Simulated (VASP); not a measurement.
```
SrVO3
1.0
    3.82277     0.00000     0.00000
    0.00000     3.82277     0.00000
    0.00000     0.00000     3.82277
Sr V O
1 1 3
Direct
  0.00000   0.00000   0.00000
  0.50000   0.50000   0.50000
  0.50000   0.00000   0.50000
  0.00000   0.50000   0.50000
  0.50000   0.50000   0.00000
```

All values below come from vdW-DF-cx, VASP's PBE PAW potentials (set 64) (plane waves; VASP). Run with 520 eV cut-off, 9×9×9 Γ-centred mesh, tetrahedra with Blöchl corrections, potentials Sr_sv V_sv O.

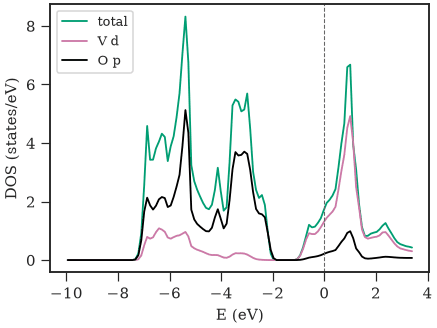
Figure: Total and projected density of states, zero at the Fermi level

Within 2 eV below the Fermi level the largest weight inside VASP's projection spheres is V d.

It has no gap at this level: it comes out as a metal or semimetal.

The compound is SrVO3 in the cubic perovskite structure. It was relaxed first. The run is not spin-polarised, so no magnetic state was tried. The electron count is odd and the run is not spin-polarised, which forces a metal.
